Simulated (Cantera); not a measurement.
Input: 1 mol Si, a varied amount of H2O, 3.7 mol N2, at 1375 °C and 1 atm.

Equilibrium computed with Cantera from the NASA thermochemical tables; the gas is ideal and each condensed phase is pure. Candidate condensed phases: H2O, Si, SiO2, Si2N2O, Si3N4; 35 gas species. Mutual solubility and eutectic melting of coexisting phases are not modelled. The tables hold silica as quartz up to 1696 K and as liquid above; real silica turns to tridymite and cristobalite and melts near 1996 K. Gases not in the tables: Si(OH)4. The numbers say what is thermodynamically allowed, not how fast it happens.

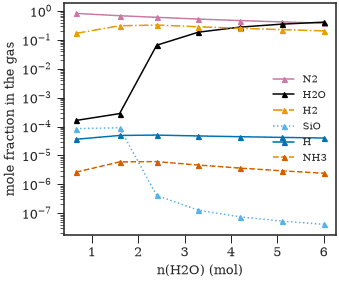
Equilibrium gas composition (values under 1e-9 drawn at 1e-9)

### Question
Read off the mole fractions at 6 mol H2O.

### Answer
H2O about 0.41, N2 about 0.38, H2 about 0.21, H about 4.0e-5, NH3 about 2.4e-6, SiO about 4.1e-8.
